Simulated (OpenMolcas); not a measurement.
Run report: AlPH4O, energy and gradient calculation (part 2 of 2)

Continued. System: AlPH4O. Method: HF/3-21G, RHF (OpenMolcas 26.06). The geometry comes from this level: GFN2-xTB.

Geometry of the input (Å):
```
Al -1.2351  0.3349  -0.8347
O  0.2601  -0.0039  -0.1860
P  1.7665  -0.3376  0.4464
H  -1.7812  -0.5596  -1.9475
H  -2.0146  1.5167  -0.2520
H  1.6412  0.5008  1.5669
H  1.3631  -1.4514  1.2069
```

**The program's output, continued**
```
 *****************************************************************************************************************************
 *                                             SCF/KS-DFT Program, Final results                                             *
 *                                                       Final Results                                                       *
 *****************************************************************************************************************************

::    Total SCF energy                               -656.3806854919
      One-electron energy                           -1184.6668756501
      Two-electron energy                             390.8156245607
      Nuclear repulsion energy                        137.4705655975
      Kinetic energy (interpolated)                   655.6422027528
      Virial theorem                                    1.0011263502
      Total spin, S(S+1)                                0.0000000000
      Total spin, S                                     0.0000000000
      Max non-diagonal density matrix element           0.0000000062
      Max non-diagonal Fock matrix element              0.0000000006

      All orbitals with orbital energies smaller than  E(LUMO)+0.5 are printed

++    Molecular orbitals:
      -------------------

      Title: SCF orbitals

      Molecular orbitals for symmetry species 1: a

      Basis set list:
        1 AL1    1s                 10 AL1    2py                19 O2     2py                28 P3     2px                37 H4     1s
        2 AL1    1s                 11 AL1    2pz                20 O2     2py                29 P3     2px                38 H5     1s
        3 AL1    1s                 12 AL1    2pz                21 O2     2pz                30 P3     2py                39 H5     1s
        4 AL1    1s                 13 AL1    2pz                22 O2     2pz                31 P3     2py                40 H6     1s
        5 AL1    2px                14 O2     1s                 23 P3     1s                 32 P3     2py                41 H6     1s
        6 AL1    2px                15 O2     1s                 24 P3     1s                 33 P3     2pz                42 H7     1s
        7 AL1    2px                16 O2     1s                 25 P3     1s                 34 P3     2pz                43 H7     1s
        8 AL1    2py                17 O2     2px                26 P3     1s                 35 P3     2pz
        9 AL1    2py                18 O2     2px                27 P3     2px                36 H4     1s

  Index Energy  Occupation Coefficients ...

    1  -79.4313    2.0000         23 P3     1s     ( 0.987),

    2  -58.0566    2.0000          1 AL1    1s     ( 0.989),

    3  -20.4182    2.0000         14 O2     1s     ( 0.983),

    4   -7.4947    2.0000         24 P3     1s     ( 0.997),

    5   -5.3791    2.0000         30 P3     2py    ( 0.956),

    6   -5.3788    2.0000         33 P3     2pz    (-0.895),

    7   -5.3763    2.0000         27 P3     2px    ( 0.902),

    8   -4.8663    2.0000          2 AL1    1s     ( 1.011),

    9   -3.1707    2.0000          5 AL1    2px    (-0.399),     8 AL1    2py    (-0.599),    11 AL1    2pz    ( 0.664),

   10   -3.1696    2.0000          8 AL1    2py    ( 0.738),    11 AL1    2pz    ( 0.640),

   11   -3.1693    2.0000          5 AL1    2px    ( 0.891),

   12   -1.2860    2.0000         16 O2     1s     ( 0.753),

   13   -0.8534    2.0000         16 O2     1s     (-0.248),    24 P3     1s     (-0.311),    25 P3     1s     ( 0.375),    26 P3     1s     ( 0.357),

   14   -0.6224    2.0000         17 O2     2px    (-0.303),    18 O2     2px    (-0.409),

   15   -0.5702    2.0000         19 O2     2py    ( 0.286),    20 O2     2py    ( 0.342),    31 P3     2py    ( 0.288),    41 H6     1s     ( 0.201),
                                  43 H7     1s     (-0.205),

   16   -0.5310    2.0000         18 O2     2px    ( 0.210),    21 O2     2pz    (-0.313),    22 O2     2pz    (-0.377),

   17   -0.5098    2.0000          3 AL1    1s     ( 0.193),    21 O2     2pz    ( 0.254),    22 O2     2pz    ( 0.329),    37 H4     1s     ( 0.224),
                                  39 H5     1s     ( 0.240),

   18   -0.4618    2.0000         19 O2     2py    ( 0.284),    20 O2     2py    ( 0.360),    31 P3     2py    (-0.205),    41 H6     1s     (-0.260),
                                  43 H7     1s     ( 0.249),

   19   -0.4099    2.0000         19 O2     2py    ( 0.237),    20 O2     2py    ( 0.330),    37 H4     1s     ( 0.376),    39 H5     1s     (-0.366),

   20   -0.3625    2.0000         22 O2     2pz    (-0.292),    26 P3     1s     (-0.454),    28 P3     2px    (-0.272),    29 P3     2px    (-0.272),
                                  34 P3     2pz    ( 0.255),

   21    0.0685    0.0000          7 AL1    2px    (-0.335),    10 AL1    2py    (-0.531),    13 AL1    2pz    ( 0.599),

   22    0.1362    0.0000          4 AL1    1s     (-0.578),     7 AL1    2px    (-0.722),    16 O2     1s     ( 0.677),    26 P3     1s     ( 0.597),
                                  35 P3     2pz    ( 0.587),    41 H6     1s     (-0.421),    43 H7     1s     (-0.417),

   23    0.1809    0.0000          4 AL1    1s     (-1.274),     7 AL1    2px    ( 1.024),    37 H4     1s     ( 0.842),    39 H5     1s     ( 0.848),

   24    0.1968    0.0000         32 P3     2py    ( 1.189),    41 H6     1s     (-1.015),    43 H7     1s     ( 0.938),

   25    0.2187    0.0000          4 AL1    1s     (-1.428),    35 P3     2pz    (-0.756),

   26    0.2278    0.0000         10 AL1    2py    ( 1.215),    13 AL1    2pz    ( 1.051),    37 H4     1s     ( 0.645),    39 H5     1s     (-0.780),

   27    0.2945    0.0000          3 AL1    1s     (-1.002),     4 AL1    1s     ( 0.611),    26 P3     1s     (-1.022),    29 P3     2px    ( 0.638),
                                  35 P3     2pz    (-0.647),    41 H6     1s     ( 0.986),    43 H7     1s     ( 0.974),

   28    0.3411    0.0000          3 AL1    1s     ( 1.248),     6 AL1    2px    (-0.629),    26 P3     1s     (-0.717),    41 H6     1s     ( 0.628),

   29    0.3813    0.0000          6 AL1    2px    ( 0.560),     9 AL1    2py    ( 0.828),    10 AL1    2py    (-0.623),    12 AL1    2pz    (-0.939),
                                  13 AL1    2pz    ( 0.702),

   30    0.4454    0.0000          9 AL1    2py    ( 1.156),    12 AL1    2pz    ( 0.948),    37 H4     1s     ( 0.850),    39 H5     1s     (-0.843),

   31    0.5256    0.0000          3 AL1    1s     ( 0.712),     6 AL1    2px    ( 1.293),    26 P3     1s     (-0.900),

--

++    Molecular charges:
      ------------------

      Mulliken charges per centre and basis function type
      ---------------------------------------------------

                AL1     O2      P3      H4      H5      H6      H7
      1s       4.8002  3.8600  5.6604  1.3033  1.3036  1.1053  1.1075
      2px      2.2421  1.5746  2.8946  0.0000  0.0000  0.0000  0.0000
      2pz      2.3403  1.8155  2.9358  0.0000  0.0000  0.0000  0.0000
      2py      2.4263  1.8406  2.7900  0.0000  0.0000  0.0000  0.0000
      Total   11.8089  9.0906 14.2808  1.3033  1.3036  1.1053  1.1075

      N-E      1.1911 -1.0906  0.7192 -0.3033 -0.3036 -0.1053 -0.1075

      Total electronic charge=   40.000000

      Total            charge=   -0.000000
--

++    Molecular properties:
      ---------------------

      Charge (e):
                      =   -0.0000
      Dipole Moment (debye):
      Origin of the operator (angstrom)=    0.3174   -0.0189   -0.1422
                   X=  1.2883E-01               Y= -1.2510E-01               Z=  6.1855E-01           Total=  6.4409E-01
      Quadrupole Moment (debye*angstrom):
      Origin of the operator (angstrom)=    0.3174   -0.0189   -0.1422
                  XX= -3.5836E+01              XY=  1.4089E+00              XZ=  4.3265E-01              YY= -3.4255E+01
                  YZ= -3.5831E+00              ZZ= -3.3090E+01
      In traceless form (debye*angstrom)
                  XX= -2.1628E+00              XY=  2.1134E+00              XZ=  6.4897E-01              YY=  2.0762E-01
                  YZ= -5.3747E+00              ZZ=  1.9552E+00
--

--- Stop Module: scf /rc=_RC_ALL_IS_WELL_ ---
--- Module scf spent 1 second ---

--- Start Module: alaska ---

                                              &ALASKA

                       available to each process: 1.9 GB of memory, 1 thread

                     Threshold for contributions to the gradient: 1.000E-07

                    ********************************************
                    * Symmetry Adapted Cartesian Displacements *
                    ********************************************

           Irreducible representation : a
           Basis function(s) of irrep: x, y, xy, Rz, z, xz, Ry, yz, Rx, I

 Basis Label        Type   Center Phase
   1   AL1          x         1     1
   2   AL1          y         1     1
   3   AL1          z         1     1
   4   O2           x         2     1
   5   O2           y         2     1
   6   O2           z         2     1
   7   P3           x         3     1
   8   P3           y         3     1
   9   P3           z         3     1
  10   H4           x         4     1
  11   H4           y         4     1
  12   H4           z         4     1
  13   H5           x         5     1
  14   H5           y         5     1
  15   H5           z         5     1
  16   H6           x         6     1
  17   H6           y         6     1
  18   H6           z         6     1
  19   H7           x         7     1
  20   H7           y         7     1
  21   H7           z         7     1

                     No automatic utilization of translational and rotational invariance of the energy is employed.

 Conventional ERI gradients!

 **************************************************
 *              Molecular gradients               *
 **************************************************

  Irreducible representation: a
 ------------------------------------------------------------------------------------------
                              X                       Y                       Z
 ------------------------------------------------------------------------------------------
  AL1              -1.72968340251867E-02    3.60373615135101E-03   -8.46289202625439E-03
  O2               -4.99030796950550E-03   -2.24193025464808E-04    8.62996323177426E-03
  P3                1.79574942828182E-02   -2.71927075439393E-03    2.91212894825033E-03
  H4                7.93655792518622E-03    1.18316137615386E-02    1.57185638412063E-02
  H5                1.11483337407665E-02   -1.61665852266624E-02   -6.60390256050003E-03
  H6               -8.84985372332413E-03   -8.69597124460531E-03   -8.64670798893830E-03
  H7               -5.90539023075765E-03    1.23706703382425E-02   -3.54715344553691E-03
 ------------------------------------------------------------------------------------------

--- Stop Module: alaska /rc=_RC_ALL_IS_WELL_ ---

.##################.
.# Happy landing! #.
.##################.

    Timing: Wall=3.05 User=2.45 System=0.58
```

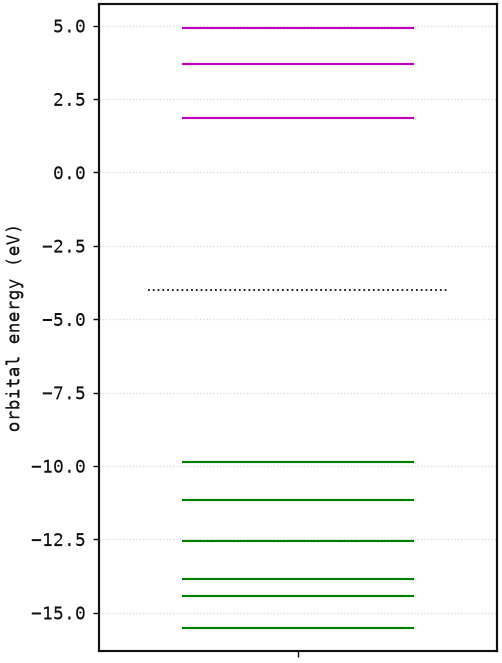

Fig. 1: Orbital energies near the frontier; the dotted line parts filled from empty levels, and levels within 0.02 eV of each other stand side by side. Highest filled −9.86 eV, lowest empty 1.87 eV, 11.73 eV apart.

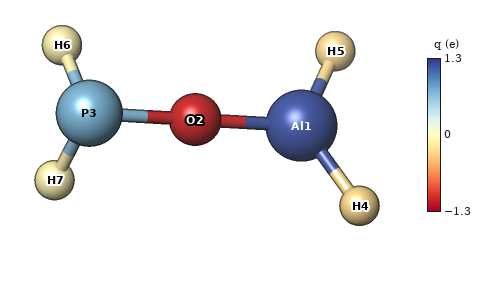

Fig. 2: Mulliken charges, as the colour of each atom (ball-and-stick view, seen at a tilt; atoms are numbered from 1 in the order of the input). By element: Al +1.19, O −1.09, P +0.72 and H −0.30 to −0.11 e.

**Results in brief**

```csv
quantity,value
outcome,converged
total energy,−656.380685 hartree
basis functions,43
largest force,1.091 eV/Å
HOMO,−9.86 eV
LUMO,1.87 eV
dipole moment,0.64 debye
hardware,"1 thread of Arm Neoverse N1, 24 GiB of memory available, shared host"
wall time,3.6 s
peak memory,0.38 GiB
```
